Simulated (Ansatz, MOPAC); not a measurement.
Breaking a bond: SeLi (cation, charge +1), lowest triplet found (which spin is the ground state isn't settled by this scan).

Levels: UCCSD = CCSD on UHF/aug-cc-pVDZ, cores with 3d frozen (Ansatz, a quantum-chemistry and plane-wave program); AM1, unrestricted, heats of formation (MOPAC); FCI = full CI/aug-cc-pVDZ, cores with 3d frozen in Ansatz; UHF/aug-cc-pVDZ (Ansatz).

Energies are in eV, each relative to the lowest point of its own curve between 2.15 and 3.14 Å, where full CI is lowest.

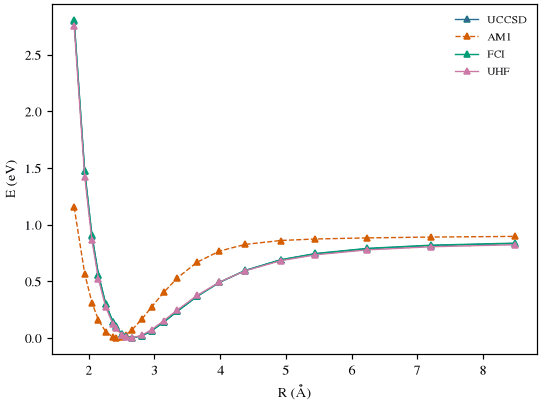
*Energy against bond length for each method.*

| R / Å | UCCSD | AM1 | FCI | UHF |
|---|---|---|---|---|
| 1.78 | 2.798 | 1.153 | 2.804 | 2.748 |
| 1.94 | 1.469 | 0.567 | 1.474 | 1.421 |
| 2.05 | 0.902 | 0.311 | 0.907 | 0.860 |
| 2.15 | 0.553 | 0.157 | 0.557 | 0.517 |
| 2.26 | 0.297 | 0.054 | 0.301 | 0.270 |
| 2.37 | 0.139 | 0.006 | 0.141 | 0.120 |
| 2.41 | 0.100 | 0.000 | 0.102 | 0.084 |
| 2.51 | 0.034 | 0.009 | 0.035 | 0.025 |
| 2.57 | 0.012 | 0.028 | 0.013 | 0.008 |
| 2.66 | 0.000 | 0.070 | 0.000 | 0.000 |
| 2.81 | 0.017 | 0.166 | 0.016 | 0.023 |
| 2.96 | 0.064 | 0.274 | 0.062 | 0.073 |
| 3.14 | 0.139 | 0.400 | 0.137 | 0.151 |
| 3.35 | 0.236 | 0.529 | 0.234 | 0.247 |
| 3.65 | 0.367 | 0.668 | 0.365 | 0.374 |
| 3.99 | 0.489 | 0.766 | 0.489 | 0.492 |
| 4.38 | 0.594 | 0.825 | 0.595 | 0.591 |
| 4.92 | 0.687 | 0.859 | 0.689 | 0.680 |
| 5.45 | 0.741 | 0.872 | 0.744 | 0.732 |
| 6.24 | 0.786 | 0.882 | 0.790 | 0.776 |
| 7.21 | 0.814 | 0.889 | 0.818 | 0.804 |
| 8.48 | 0.832 | 0.895 | 0.836 | 0.821 |

At the longest distance, 8.48 Å, AM1 lies highest above its minimum (0.895 eV) and UHF lowest (0.821 eV).
